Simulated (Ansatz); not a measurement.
**CH4F2Si (SMILES C[SiH](F)F): wB97X/cc-pVDZ**

Aim: the energy change on altering one bond length of CH4F2Si at wB97X/cc-pVDZ, from 2 runs. 

The calculation is run with Ansatz 0.2.0.

61 further runs of the same task are left out: 1 that didn't finish, 60 set aside as unsound or not needed.

## 1. The system as given

CH4F2Si: 8 atoms, total charge 0, spin state singlet. SMILES: `C[SiH](F)F`. Geometry: relaxed at PBE0-D4/def2-TZVP.

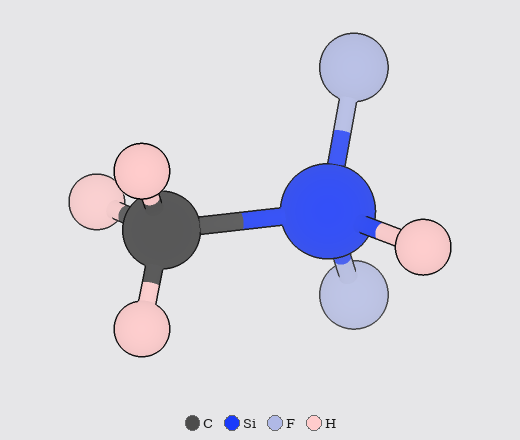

Viewed from a chosen angle; carbon dark grey, silicon blue, fluorine light blue, hydrogen pink.

## 2. A single-point energy at wB97X/cc-pVDZ

molecule.yaml reads:

```yaml
basis:
  gaussian:
    orbitals: cc-pVDZ
crystal:
  periodic: [false, false, false]
  atoms:
    - {symbol: C, position_ang: [-0.387100, 0.881700, -0.174700]}
    - {symbol: Si, position_ang: [0.329300, -0.775200, 0.180600]}
    - {symbol: F, position_ang: [1.916300, -0.678300, 0.226700]}
    - {symbol: F, position_ang: [-0.035400, -1.783900, -0.994000]}
    - {symbol: H, position_ang: [-0.013400, 1.269000, -1.125400]}
    - {symbol: H, position_ang: [-0.122700, 1.591000, 0.613300]}
    - {symbol: H, position_ang: [-1.476800, 0.824400, -0.231400]}
    - {symbol: H, position_ang: [-0.118100, -1.385700, 1.449000]}
hamiltonian:
  xc: {name: wB97X}
accuracy: high
output:
  orbitals: {seedname: orbitals}
```

Run with:

```sh
$ ansatz run molecule.yaml --threads 1 --pin off --max-ram 3480MiB --events-out events.jsonl --progress --plain --runs-dir runs
```

Standard output:

```text
Warning: RAYON_NUM_THREADS=1 ignored (pool sized by the plan → 1); use --threads N
Functional definition: wB97X
  name "wB97X"
  parameter omega = 0.3/bohr
  parameter cx = 0.157706
  parameter cx1 = 0.726479
  parameter cx2 = 1.04760
  parameter cx3 = -5.70635
  parameter cx4 = 13.2794
  parameter css1 = -4.33879
  parameter css2 = 18.2308
  parameter css3 = -31.7430
  parameter css4 = 17.2901
  parameter cos1 = 2.37031
  parameter cos2 = -11.3995
  parameter cos3 = 6.58405
  parameter cos4 = -3.78132
  exchange = spin_sum(e_x_unif_sr(omega)*poly(b97_u_x, 1 - cx, cx1, cx2, cx3, cx4)) + cx*exact_x_sr(omega)
      + exact_x_lr(omega)
  correlation = spin_sum(e_c_pw_same_spin*poly(b97_u_same, 1, css1, css2, css3, css4))
      + integral(e_c_pw_opposite_spin*poly(b97_u_opposite, 1, cos1, cos2, cos3, cos4))
1820 factors; integrals over basis functions are off by at most 3.9e-9 eV
333 factors; integrals over basis functions are off by at most 2.0e-9 eV
mean field evaluation 1: about -14411.7773 eV, gradient 4.5e1 eV
mean field evaluation 2: about -14412.6836 eV, gradient 4.3e1 eV
mean field evaluation 4: about -14415.3706 eV, gradient 1.1e0 eV
mean field evaluation 8: about -14415.4703 eV, gradient 2.0e-2 eV
mean field evaluation 16: about -14415.4704 eV, gradient 1.2e-5 eV
mean field -14415.47035208 eV, -529.7587642822 hartree, gradient 6.4e-8 eV, S^2 0.000000; 0 other end points of the search recorded, 0 dependent functions left out
reference -14415.47034929 eV, -529.7587641798 hartree; 21, 21 occupied and 59, 59 virtual orbitals, 1820 factors
Total energy: -14415.47034929 eV, -529.7587641798 hartree
```

Wall time 25 s (1 thread of Arm Neoverse V1, shared host); peak memory 0.44 GiB.

## 3. The distorted shape

run.yaml reads:

```yaml
basis:
  gaussian: {orbitals: cc-pVDZ}
crystal:
  periodic: [false, false, false]
  atoms:
    - {symbol: C, position_ang: [-0.602015, 1.378759, -0.281288]}
    - {symbol: Si, position_ang: [0.329300, -0.775200, 0.180600]}
    - {symbol: F, position_ang: [1.916300, -0.678300, 0.226700]}
    - {symbol: F, position_ang: [-0.035400, -1.783900, -0.994000]}
    - {symbol: H, position_ang: [-0.228315, 1.766059, -1.231988]}
    - {symbol: H, position_ang: [-0.337615, 2.088059, 0.506712]}
    - {symbol: H, position_ang: [-1.691715, 1.321459, -0.337988]}
    - {symbol: H, position_ang: [-0.118100, -1.385700, 1.449000]}
hamiltonian: {xc: {name: wB97X}}
accuracy: high
output: {orbitals: {seedname: orbitals}}
```

Run with:

```sh
$ ansatz run run.yaml --threads 1 --pin off --max-ram 3480MiB --events-out events.jsonl --progress --plain --runs-dir runs
```

Standard output, shortened:

```text
Warning: RAYON_NUM_THREADS=1 ignored (pool sized by the plan → 1); use --threads N
[... 2 set-up lines as earlier in the session ...]
[...]
      + exact_x_lr(omega)
[...]
      + integral(e_c_pw_opposite_spin*poly(b97_u_opposite, 1, cos1, cos2, cos3, cos4))
1800 factors; integrals over basis functions are off by at most 3.5e-9 eV
349 factors; integrals over basis functions are off by at most 2.0e-9 eV
[...]
mean field -14413.97803095 eV, -529.7039224921 hartree, gradient 5.9e-8 eV, S^2 0.000000; 0 other end points of the search recorded, 0 dependent functions left out
reference -14413.97802802 eV, -529.7039223846 hartree; 21, 21 occupied and 59, 59 virtual orbitals, 1800 factors
Total energy: -14413.97802802 eV, -529.7039223846 hartree
```

Run time: 24 s. Hardware: 1 thread of Arm Neoverse V1, shared host; peak memory 0.43 GiB.

## 4. Outcome

Level: wB97X/cc-pVDZ.

```
                                                          quantity          value
                                         first shape: total energy  -529.75876 Eh
                                          first shape: HOMO energy      -11.68 eV
                                          first shape: LUMO energy        3.88 eV
                                        first shape: HOMO–LUMO gap       15.56 eV
                                     distorted shape: total energy  -529.70392 Eh
                                      distorted shape: HOMO energy      -10.51 eV
                                      distorted shape: LUMO energy        2.29 eV
                                    distorted shape: HOMO–LUMO gap       12.80 eV
energy change with the C1–Si2 bond stretched from 1.840 to 2.392 Å       1.492 eV
```

In words: With the C1–Si2 bond stretched from 1.840 to 2.392 Å the energy rises by 1.49 eV (34 kcal/mol). The first shape isn't relaxed at this level, so the change isn't measured from a minimum.
